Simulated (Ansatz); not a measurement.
# CH3BOS2: one molecule under many settings

Aim: run CH3BOS2 under a spread of inputs, and see what each costs and gives.

Method: the settings change from run to run; program: Ansatz 0.2.0, Gaussian basis.

### 1 The relaxed structure

The structure was relaxed beforehand with PBE0-D4 in a triple-zeta def2 set.

8 atoms, charge 0, spin multiplicity 1.

Atoms are counted from 1 here; the program's logs count them from 0.

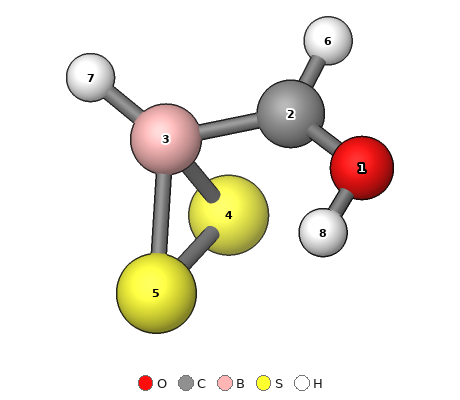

The geometry (oxygen red, carbon grey, boron pink, sulfur yellow, hydrogen white); atoms are numbered from 1 in the order of the file.

### 2 PBE/def2-mTZVPP

Options: coordinates scaled by 1.05.

in.yaml

```yaml
crystal:
  periodic: [false, false, false]
  atoms:
    - {symbol: O, position_ang: [-0.611409, -0.456723, 1.555112]}
    - {symbol: C, position_ang: [0.352429, 0.130544, 0.757163]}
    - {symbol: B, position_ang: [0.134476, 0.664647, -0.764934]}
    - {symbol: S, position_ang: [0.888267, -1.189930, -1.028493]}
    - {symbol: S, position_ang: [-1.153450, -0.598221, -1.558111]}
    - {symbol: H, position_ang: [1.315518, 0.322558, 1.344324]}
    - {symbol: H, position_ang: [0.605592, 1.675310, -1.321686]}
    - {symbol: H, position_ang: [-1.434613, -0.608245, 0.958142]}
basis:
  gaussian: {orbitals: def2-mTZVPP}
hamiltonian: {xc: {name: PBE}}
```

The run is started by

```
$ ansatz run in.yaml --threads 2 --pin off --events-out ev --progress --plain --max-ram 4352MiB
```

Standard output:

```text
Functional definition: PBE
  name "PBE"
  cite "Perdew, Burke & Ernzerhof, Phys. Rev. Lett. 77, 3865 (1996) doi:10.1103/PhysRevLett.77.3865"
  parent pbe
  parameter kappa = 0.804
  parameter beta = 0.06672455060314922
  exchange = pbe_x(kappa = kappa, mu = beta*pi^2/3)
  correlation = pbe_c(beta = beta)
1179 factors; their error is unknown
mean field evaluation 1: about -25458.3777 eV, gradient 6.3e1 eV
mean field evaluation 2: about -25364.1300 eV, gradient 1.7e2 eV
mean field evaluation 4: about -25466.7680 eV, gradient 2.0e1 eV
mean field evaluation 8: about -25467.6864 eV, gradient 5.5e-1 eV
mean field evaluation 16: about -25467.6573 eV, gradient 6.2e-4 eV
mean field -25467.65729788 eV, -935.9191430989 hartree, gradient 1.1e-5 eV, S^2 0.000000; 0 other end points of the search recorded, 0 dependent functions left out
reference -25467.65733429 eV, -935.9191444371 hartree; 27, 27 occupied and 104, 104 virtual orbitals, 1179 factors
Total energy: -25467.65733429 eV, -935.9191444371 hartree
```

Wall time 1.4 s (2 threads of Intel Xeon Platinum 8488C, shared host).

### 3 LC-wPBE/cc-pVTZ-DK

This run has charge +1, multiplicity 2, coordinates scaled by 0.96.

in.yaml

```yaml
crystal:
  periodic: [false, false, false]
  atoms:
    - {symbol: O, position_ang: [-0.559002, -0.417575, 1.421817]}
    - {symbol: C, position_ang: [0.322221, 0.119355, 0.692264]}
    - {symbol: B, position_ang: [0.122949, 0.607677, -0.699368]}
    - {symbol: S, position_ang: [0.812130, -1.087936, -0.940336]}
    - {symbol: S, position_ang: [-1.054583, -0.546945, -1.424559]}
    - {symbol: H, position_ang: [1.202760, 0.294911, 1.229097]}
    - {symbol: H, position_ang: [0.553684, 1.531712, -1.208399]}
    - {symbol: H, position_ang: [-1.311646, -0.556109, 0.876015]}
basis:
  gaussian: {orbitals: cc-pVTZ-DK}
total_charge: 1
magnetization: {spin_polarized: true, initial_magnetization: 1}
hamiltonian: {xc: {name: LC-wPBE}}
output: {forces: true}
```

Launched as before.

Standard output (excerpt; [...] marks lines left out):

```text
Functional definition: LC-wPBE
  name "LC-wPBE"
  cite "Vydrov & Scuseria, J. Chem. Phys. 125, 234109 (2006) doi:10.1063/1.2409292"
  cite "Heyd & Scuseria, J. Chem. Phys. 120, 7274 (2004) doi:10.1063/1.1668634"
  cite "Ernzerhof & Perdew, J. Chem. Phys. 109, 3313 (1998) doi:10.1063/1.476928"
  cite "Perdew, Burke & Ernzerhof, Phys. Rev. Lett. 77, 3865 (1996) doi:10.1103/PhysRevLett.77.3865"
  parent pbe
[...]
1265 factors; their error is unknown
355 factors; integrals over basis functions are off by at most 2.0e-5 eV
[...]
mean field -25525.29544675 eV, -938.0373060015 hartree, gradient 4.7e-5 eV, S^2 0.760597; 2 other end points of the search recorded, 0 dependent functions left out
[...]
reference -25525.29544676 eV, -938.0373060017 hartree; 27, 26 occupied and 173, 174 virtual orbitals, 1265 factors
Total energy: -25525.29544676 eV, -938.0373060017 hartree
Relativity: scalar
Atom 0 at    -0.559002    -0.417575     1.421817 Å, force     0.034937    -1.079799     1.789422 eV/Å
Atom 1 at     0.322221     0.119355     0.692264 Å, force     0.037411     1.959791     1.034688 eV/Å
Atom 2 at     0.122949     0.607677    -0.699368 Å, force     0.054744     1.839056     0.289674 eV/Å
Atom 3 at     0.812130    -1.087936    -0.940336 Å, force    -0.128473    -2.261244    -1.872135 eV/Å
Atom 4 at    -1.054583    -0.546945    -1.424559 Å, force    -0.033366    -1.385889    -1.201336 eV/Å
Atom 5 at     1.202760     0.294911     1.229097 Å, force     1.588324     0.347516     0.703568 eV/Å
Atom 6 at     0.553684     1.531712    -1.208399 Å, force     0.422940     0.886577    -0.547818 eV/Å
Atom 7 at    -1.311646    -0.556109     0.876015 Å, force    -1.976517    -0.306009    -0.196062 eV/Å
Dipole moment:    -0.030331     0.067829     0.008895 e Å
```

It took 11 s on 2 threads of Intel Xeon Platinum 8488C, shared host; peak memory 0.47 GiB.

Largest force 2.938 eV/Å, ⟨S²⟩ 0.761.

### 4 PBE0-DH/cc-pVDZ

in.yaml

```yaml
crystal:
  periodic: [false, false, false]
  atoms:
    - {symbol: O, position_ang: [-0.582294, -0.434974, 1.481059]}
    - {symbol: C, position_ang: [0.335647, 0.124328, 0.721108]}
    - {symbol: B, position_ang: [0.128072, 0.632997, -0.728508]}
    - {symbol: S, position_ang: [0.845969, -1.133267, -0.979517]}
    - {symbol: S, position_ang: [-1.098524, -0.569734, -1.483915]}
    - {symbol: H, position_ang: [1.252875, 0.307199, 1.280309]}
    - {symbol: H, position_ang: [0.576754, 1.595533, -1.258749]}
    - {symbol: H, position_ang: [-1.366298, -0.579281, 0.912516]}
basis:
  gaussian: {orbitals: cc-pVDZ}
hamiltonian: {xc: {name: PBE0-DH}}
output: {forces: true}
```

Launched as before.

Standard output (excerpt; [...] marks lines left out):

```text
Functional definition: PBE0-DH
  name "PBE0-DH"
  cite "Brémond & Adamo, J. Chem. Phys. 135, 024106 (2011) doi:10.1063/1.3604569"
  cite "Perdew, Burke & Ernzerhof, Phys. Rev. Lett. 77, 3865 (1996) doi:10.1103/PhysRevLett.77.3865"
[...]
905 factors; integrals over basis functions are off by at most 1.1e-3 eV
[...]
mean field -25463.73085931 eV, -935.7748491430 hartree, gradient 6.1e-6 eV, S^2 0.000000; 0 other end points of the search recorded, 0 dependent functions left out
13 core orbitals not correlated: weight in the atoms' cores, before any rotation towards them, 1.000 or more for the frozen orbitals, at most 0.000 for the correlated occupied ones
reference -25463.73087459 eV, -935.7748497045 hartree; 14, 14 occupied and 66, 66 virtual orbitals, 905 factors
second order -23.27182074 eV of doubles, -0.00000000 eV of singles
[...]
Total energy: -25466.63985218 eV, -935.8817526592 hartree
Atom 0 at    -0.582294    -0.434974     1.481059 Å, force     0.030114    -0.014772    -0.035678 eV/Å
Atom 1 at     0.335647     0.124328     0.721108 Å, force    -0.307520    -0.028724     0.041821 eV/Å
Atom 2 at     0.128072     0.632997    -0.728508 Å, force    -0.091324     0.007535     0.039016 eV/Å
Atom 3 at     0.845969    -1.133267    -0.979517 Å, force     0.495901    -0.260550     0.043746 eV/Å
Atom 4 at    -1.098524    -0.569734    -1.483915 Å, force    -0.469471     0.094555    -0.109795 eV/Å
Atom 5 at     1.252875     0.307199     1.280309 Å, force     0.161309     0.022387     0.106895 eV/Å
Atom 6 at     0.576754     1.595533    -1.258749 Å, force     0.072146     0.123321    -0.068729 eV/Å
Atom 7 at    -1.366298    -0.579281     0.912516 Å, force     0.108844     0.056247    -0.017277 eV/Å
Dipole moment:     0.041615     0.105202     0.342265 e Å
```

Run time: 4.8 s. Hardware: 2 threads of Intel Xeon Platinum 8488C, shared host.

Largest force 0.562 eV/Å, dipole 1.73 D.

### 5 LC-wPBE/def2-TZVPD

Options: a point charge of -1.00 e beside it.

in.yaml: that of step 4 with these lines changed.

```diff
@@ -12,4 +12,3 @@
 basis:
-  gaussian: {orbitals: cc-pVDZ}
-hamiltonian: {xc: {name: PBE0-DH}}
-output: {forces: true}
+  gaussian: {orbitals: def2-TZVPD, point_charges: [{charge: -1.00, position_ang: [4.642, 0.226, -0.544]}]}
+hamiltonian: {xc: {name: LC-wPBE}}
```

Same command.

Standard output (excerpt; [...] marks lines left out):

```text
Functional definition: LC-wPBE
  name "LC-wPBE"
  cite "Vydrov & Scuseria, J. Chem. Phys. 125, 234109 (2006) doi:10.1063/1.2409292"
  cite "Heyd & Scuseria, J. Chem. Phys. 120, 7274 (2004) doi:10.1063/1.1668634"
  cite "Ernzerhof & Perdew, J. Chem. Phys. 109, 3313 (1998) doi:10.1063/1.476928"
  cite "Perdew, Burke & Ernzerhof, Phys. Rev. Lett. 77, 3865 (1996) doi:10.1103/PhysRevLett.77.3865"
  parent pbe
[...]
1262 factors; their error is unknown
520 factors; integrals over basis functions are off by at most 3.5e-5 eV
[...]
mean field -25473.36694432 eV, -936.1289687355 hartree, gradient 3.4e-5 eV, S^2 0.000000; 0 other end points of the search recorded, 0 dependent functions left out
reference -25473.36694433 eV, -936.1289687359 hartree; 27, 27 occupied and 206, 206 virtual orbitals, 1262 factors
Total energy: -25473.36694433 eV, -936.1289687359 hartree
```

Wall time 4.5 s (2 threads of Intel Xeon Platinum 8488C, shared host); peak memory 0.51 GiB.

### 6 r2SCAN50/def2-mTZVPP

Options: atoms shaken by 0.08 Å, a grid of angular degree 23, a point charge of 1.00 e beside it.

in.yaml

```yaml
crystal:
  periodic: [false, false, false]
  atoms:
    - {symbol: O, position_ang: [-0.508310, -0.545669, 1.497093]}
    - {symbol: C, position_ang: [0.571334, 0.032832, 0.840737]}
    - {symbol: B, position_ang: [0.168307, 0.679563, -0.639609]}
    - {symbol: S, position_ang: [0.921816, -1.012502, -0.966618]}
    - {symbol: S, position_ang: [-1.055845, -0.596598, -1.599960]}
    - {symbol: H, position_ang: [1.373869, 0.220528, 1.260918]}
    - {symbol: H, position_ang: [0.600705, 1.604198, -1.108807]}
    - {symbol: H, position_ang: [-1.281607, -0.563247, 0.906844]}
basis:
  gaussian: {orbitals: def2-mTZVPP, final_grid: {core_spheres: 8, valence_spheres: 7, degree: 23}, point_charges: [{charge: 1.00, position_ang: [4.499, -0.110, 0.525]}]}
hamiltonian: {xc: {name: r2SCAN50}}
output: {forces: true}
```

Launched as before.

Standard output (excerpt; [...] marks lines left out):

```text
Functional definition: r2SCAN50
  name "r2SCAN50"
  cite "Bursch, Neugebauer, Ehlert & Grimme, J. Chem. Phys. 156, 134105 (2022) doi:10.1063/5.0086040"
  cite "Furness, Kaplan, Ning, Perdew & Sun, J. Phys. Chem. Lett. 11, 8208 (2020) doi:10.1021/acs.jpclett.0c02405"
  cite "Furness, Kaplan, Ning, Perdew & Sun, J. Phys. Chem. Lett. 11, 9248 (2020) doi:10.1021/acs.jpclett.0c03077"
  parent r2scan
[...]
1192 factors; integrals over basis functions are off by at most 9.8e-4 eV
[...]
mean field -25474.92883477 eV, -936.1863671509 hartree, gradient 8.3e-5 eV, S^2 0.000000; 0 other end points of the search recorded, 0 dependent functions left out
[...]
reference -25474.92884088 eV, -936.1863673755 hartree; 27, 27 occupied and 104, 104 virtual orbitals, 1192 factors
Total energy: -25474.92884088 eV, -936.1863673755 hartree
Atom 0 at    -0.508310    -0.545669     1.497093 Å, force     2.687580     0.685047    -0.166911 eV/Å
Atom 1 at     0.571334     0.032832     0.840737 Å, force   -13.303363    -1.943369    -7.448444 eV/Å
Atom 2 at     0.168307     0.679563    -0.639609 Å, force    -0.068641    -1.861399     1.767262 eV/Å
Atom 3 at     0.921816    -1.012502    -0.966618 Å, force     0.461043    -0.817975    -0.003021 eV/Å
Atom 4 at    -1.055845    -0.596598    -1.599960 Å, force     1.638721     1.144673     1.780165 eV/Å
Atom 5 at     1.373869     0.220528     1.260918 Å, force     7.404240     1.228267     4.689718 eV/Å
Atom 6 at     0.600705     1.604198    -1.108807 Å, force     0.364255     1.414877    -0.763064 eV/Å
Atom 7 at    -1.281607    -0.563247     0.906844 Å, force     0.778313     0.189783     0.243055 eV/Å
Dipole moment:    -0.279553     0.120475     0.072308 e Å
```

Wall time 2.6 s (2 threads of Intel Xeon Platinum 8488C, shared host).

Largest force 15.370 eV/Å, dipole 1.50 D.

### 7 rPW86-PBE/pcseg-2

Set apart from the defaults: charge -1, multiplicity 2, restricted open-shell orbitals, atoms shaken by 0.15 Å.

in.yaml

```yaml
crystal:
  periodic: [false, false, false]
  atoms:
    - {symbol: O, position_ang: [-0.720668, -0.587823, 1.622782]}
    - {symbol: C, position_ang: [0.472925, 0.437131, 0.663334]}
    - {symbol: B, position_ang: [0.038202, 0.598885, -0.831737]}
    - {symbol: S, position_ang: [0.905196, -1.303441, -1.043766]}
    - {symbol: S, position_ang: [-1.145590, -0.477384, -1.382736]}
    - {symbol: H, position_ang: [1.351742, 0.227464, 1.455137]}
    - {symbol: H, position_ang: [0.574092, 1.320669, -1.112212]}
    - {symbol: H, position_ang: [-1.323362, -0.706588, 1.226633]}
basis:
  gaussian: {orbitals: pcseg-2}
total_charge: -1
magnetization: {spin_polarized: false, initial_magnetization: 1}
hamiltonian: {xc: {name: rPW86-PBE}}
```

Launched as before.

Standard output:

```text
Functional definition: rPW86-PBE
  name "rPW86-PBE"
  cite "Murray, Lee & Langreth, J. Chem. Theory Comput. 5, 2754 (2009) doi:10.1021/ct900365q"
  cite "Perdew, Burke & Ernzerhof, Phys. Rev. Lett. 77, 3865 (1996) doi:10.1103/PhysRevLett.77.3865"
  parent pbe
  exchange = rpw86_x
  correlation = pbe_c
1148 factors; their error is unknown
mean field evaluation 1: about -25492.9597 eV, gradient 6.8e1 eV
mean field evaluation 2: about -25364.1514 eV, gradient 2.0e2 eV
mean field evaluation 4: about -25501.2307 eV, gradient 3.9e1 eV
mean field evaluation 8: about -25504.5377 eV, gradient 3.7e0 eV
mean field evaluation 16: about -25504.5238 eV, gradient 4.2e-1 eV
mean field evaluation 32: about -25504.5250 eV, gradient 1.8e-3 eV
mean field evaluation 64: about -25471.1478 eV, gradient 6.7e1 eV
mean field -25504.52503006 eV, -937.2740072666 hartree, gradient 3.4e-5 eV, S^2 0.750000; 5 other end points of the search recorded, 0 dependent functions left out
reference -25504.52513992 eV, -937.2740113039 hartree; 28, 27 occupied and 172, 173 virtual orbitals, 1148 factors
Total energy: -25504.52513992 eV, -937.2740113039 hartree
```

It took 15 s on 2 threads of Intel Xeon Platinum 8488C, shared host; peak memory 0.48 GiB.

### 8 B97/6-31++G**

This run has multiplicity 3, atoms shaken by 0.08 Å.

in.yaml

```yaml
crystal:
  periodic: [false, false, false]
  atoms:
    - {symbol: O, position_ang: [-0.641754, -0.347192, 1.562438]}
    - {symbol: C, position_ang: [0.359371, 0.163455, 0.780365]}
    - {symbol: B, position_ang: [0.157249, 0.441745, -0.694748]}
    - {symbol: S, position_ang: [0.893396, -1.146835, -0.929497]}
    - {symbol: S, position_ang: [-1.122386, -0.560956, -1.522229]}
    - {symbol: H, position_ang: [1.221735, 0.080875, 1.185493]}
    - {symbol: H, position_ang: [0.791255, 1.547210, -1.180195]}
    - {symbol: H, position_ang: [-1.366809, -0.673567, 0.815650]}
basis:
  gaussian: {orbitals: "6-31++G**"}
magnetization: {spin_polarized: true, initial_magnetization: 2}
hamiltonian: {xc: {name: B97}}
output: {forces: true}
```

The command is unchanged.

Standard output (excerpt; [...] marks lines left out):

```text
Functional definition: B97
  name "B97"
  cite "Becke, J. Chem. Phys. 107, 8554 (1997) doi:10.1063/1.475007"
[...]
      + integral(e_c_pw_opposite_spin*poly(b97_u_opposite, cos0, cos1, cos2))
1057 factors; integrals over basis functions are off by at most 9.7e-4 eV
[...]
mean field -25471.04626260 eV, -936.0436852552 hartree, gradient 2.6e-5 eV, S^2 2.008250; 5 other end points of the search recorded, 0 dependent functions left out
[...]
reference -25471.04632237 eV, -936.0436874517 hartree; 28, 26 occupied and 93, 95 virtual orbitals, 1057 factors
Total energy: -25471.04632237 eV, -936.0436874517 hartree
Atom 0 at    -0.641754    -0.347192     1.562438 Å, force    -0.536882    -0.930415    -3.263332 eV/Å
Atom 1 at     0.359371     0.163455     0.780365 Å, force    -7.965113    -0.845875    -1.474577 eV/Å
Atom 2 at     0.157249     0.441745    -0.694748 Å, force     1.324227     5.413411    -0.820431 eV/Å
Atom 3 at     0.893396    -1.146835    -0.929497 Å, force     4.763463    -4.062597     0.037081 eV/Å
Atom 4 at    -1.122386    -0.560956    -1.522229 Å, force    -4.269843     0.682385    -1.316989 eV/Å
Atom 5 at     1.221735     0.080875     1.185493 Å, force     6.193097     0.397475     3.592283 eV/Å
Atom 6 at     0.791255     1.547210    -1.180195 Å, force    -1.265760    -2.024099     0.679930 eV/Å
Atom 7 at    -1.366809    -0.673567     0.815650 Å, force     1.756811     1.369715     2.566035 eV/Å
Dipole moment:     0.049918    -0.006559     0.311835 e Å
```

Wall time 15 s (2 threads of Intel Xeon Platinum 8488C, shared host); peak memory 0.47 GiB.

Largest force 8.145 eV/Å, dipole 1.52 D, ⟨S²⟩ 2.008.

### 9 PBEsol/x2c-TZVPPall

Set apart from the defaults: charge +1, multiplicity 2.

in.yaml

```yaml
crystal:
  periodic: [false, false, false]
  atoms:
    - {symbol: O, position_ang: [-0.582294, -0.434974, 1.481059]}
    - {symbol: C, position_ang: [0.335647, 0.124328, 0.721108]}
    - {symbol: B, position_ang: [0.128072, 0.632997, -0.728508]}
    - {symbol: S, position_ang: [0.845969, -1.133267, -0.979517]}
    - {symbol: S, position_ang: [-1.098524, -0.569734, -1.483915]}
    - {symbol: H, position_ang: [1.252875, 0.307199, 1.280309]}
    - {symbol: H, position_ang: [0.576754, 1.595533, -1.258749]}
    - {symbol: H, position_ang: [-1.366298, -0.579281, 0.912516]}
basis:
  gaussian: {orbitals: x2c-TZVPPall}
total_charge: 1
magnetization: {spin_polarized: true, initial_magnetization: 1}
hamiltonian: {xc: {name: PBEsol}}
output: {forces: true}
```

Same command.

Standard output (excerpt; [...] marks lines left out):

```text
Functional definition: PBEsol
  name "PBEsol"
  cite "Perdew et al., Phys. Rev. Lett. 100, 136406 (2008) doi:10.1103/PhysRevLett.100.136406"
  cite "Perdew, Burke & Ernzerhof, Phys. Rev. Lett. 77, 3865 (1996) doi:10.1103/PhysRevLett.77.3865"
  parent pbesol
[...]
1262 factors; their error is unknown
[...]
mean field -25471.90612275 eV, -936.0752845328 hartree, gradient 2.1e-5 eV, S^2 0.752459; 1 other end points of the search recorded, 0 dependent functions left out
[...]
reference -25471.90615933 eV, -936.0752858774 hartree; 27, 26 occupied and 192, 193 virtual orbitals, 1262 factors
Total energy: -25471.90615933 eV, -936.0752858774 hartree
Relativity: scalar
Atom 0 at    -0.582294    -0.434974     1.481059 Å, force     0.965951    -0.040314    -0.359354 eV/Å
Atom 1 at     0.335647     0.124328     0.721108 Å, force    -0.969259     1.079457     0.929425 eV/Å
Atom 2 at     0.128072     0.632997    -0.728508 Å, force     0.190988     0.567557     0.813565 eV/Å
Atom 3 at     0.845969    -1.133267    -0.979517 Å, force    -1.063960    -0.832110    -1.294022 eV/Å
Atom 4 at    -1.098524    -0.569734    -1.483915 Å, force     1.098276    -0.789626    -0.287608 eV/Å
Atom 5 at     1.252875     0.307199     1.280309 Å, force     0.391859     0.036761     0.160915 eV/Å
Atom 6 at     0.576754     1.595533    -1.258749 Å, force     0.077536     0.055142    -0.112925 eV/Å
Atom 7 at    -1.366298    -0.579281     0.912516 Å, force    -0.691391    -0.076868     0.150003 eV/Å
Dipole moment:    -0.001327     0.071668     0.031638 e Å
```

It took 5.5 s on 2 threads of Intel Xeon Platinum 8488C, shared host.

Largest force 1.871 eV/Å, ⟨S²⟩ 0.752.

### 10 All runs side by side

```csv
level,charge,multiplicity,geometry,functions,energy (eV),time
PBE/def2-mTZVPP,0,1,scaled,131,-25467.657,1.4 s
LC-wPBE/cc-pVTZ-DK,1,2,scaled,200,-25525.295,11 s
PBE0-DH/cc-pVDZ,0,1,relaxed,93,-25466.640,4.8 s
LC-wPBE/def2-TZVPD,0,1,"relaxed, point charge",233,-25473.367,4.5 s
r2SCAN50/def2-mTZVPP,0,1,"shaken, point charge",131,-25474.929,2.6 s
rPW86-PBE/pcseg-2,-1,2,shaken,200,-25504.525,15 s
B97/6-31++G**,0,3,shaken,121,-25471.046,15 s
PBEsol/x2c-TZVPPall,1,2,relaxed,219,-25471.906,5.5 s
```

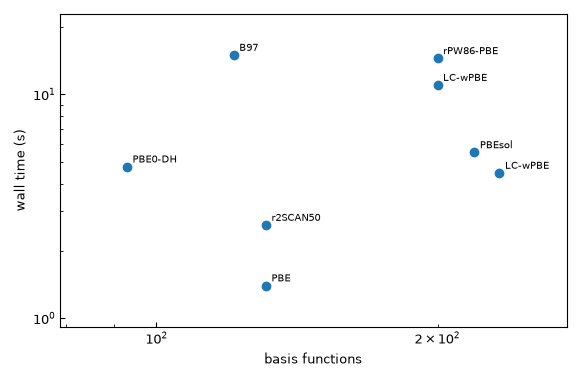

Wall time against the number of basis functions (shared host).

### 11 What came out

| quantity | value |
| --- | --- |
| runs | 8 |
| quickest | PBE/def2-mTZVPP, 1.4 s |
| slowest | B97/6-31++G**, 15 s |

**Reading.** The runs differ in state or geometry as well as level, so their energies can't be set against each other. Run time spans a factor of 11, from PBE/def2-mTZVPP to B97/6-31++G**. The jobs differ in tasks and options as well as level. At the PBE0-D4/def2-TZVP geometry and in the same state, runs without warnings or point charges leave forces up to 0.56 eV/Å (PBE0-DH/cc-pVDZ).
